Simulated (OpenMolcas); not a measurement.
**How basis sets differ on NF3 (nitrogen trifluoride)**

NF3 has 4 atoms, charge 0, and is taken as a singlet. SMILES: `FN(F)F`. The shape is that of a PBE0-D4/def2-TZVP optimisation.

Each level gives the dipole moment (D). The values are calculated.

**The experiment to reproduce.** NIST CCCBDB gives the dipole moment of the gas as 0.23 D.

| level | kind | program | value (D) | computed − measured |
| --- | --- | --- | --- | --- |
| HF/ANO-S-MB | Hartree–Fock | OpenMolcas | 0.16 | -0.07 |
| HF/STO-3G | Hartree–Fock | OpenMolcas | 0.39 | +0.16 |
| HF/3-21G | Hartree–Fock | OpenMolcas | 0.36 | +0.13 |
| HF/cc-pVTZ | Hartree–Fock | OpenMolcas | 0.35 | +0.12 |

Nearest: HF/ANO-S-MB (-0.07 D); farthest: HF/STO-3G (+0.16 D). The measured dipole is a vibrational average, so differences of a few hundredths of a debye mean little. Magnitudes only: a small dipole may point the other way at some levels. Sets without polarisation functions give poor dipoles.

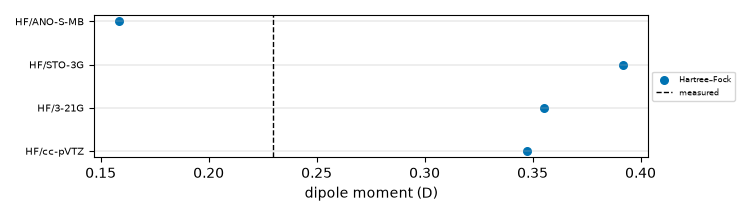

The values of the table, level by level.
